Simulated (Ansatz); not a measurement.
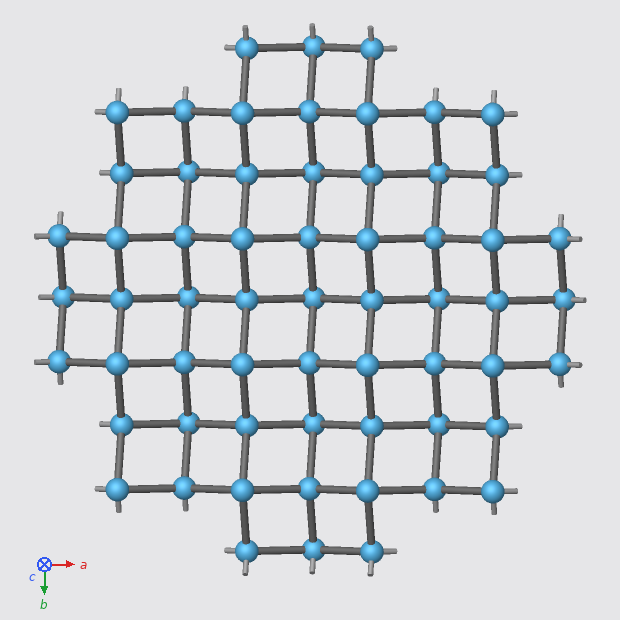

A cut-out of a periodic net derived from a crystal structure. Nodes are coloured by topological kind. One layer is drawn. Edges to nodes outside the piece are drawn as stubs.

What net is this?

Answer. A uninodal 4-connected, two-periodic (layers) net. It is the sql net, known from the square lattice.

Give point symbol and coordination sequence.

Answer. 4⁴·6², sequence 4, 8, 12, 16, 20.

Where the net comes from. The compound is BiPbO (space group P4/nmm, No. 129), taken as the geometry relaxed with Ansatz 0.2.0, DFT, PAW plane waves, r2scan, spin-orbit; the starting structure was generated, so it need not be a known form of this composition. Bonds are taken as Bi–O below 2.6 Å and Pb–Pb below 3.6 Å; no other contact counts. Simplification: prune 0- and 1-connected atoms, fold 2-connected ones into links. Bi, O and Pb are 4-connected nodes.
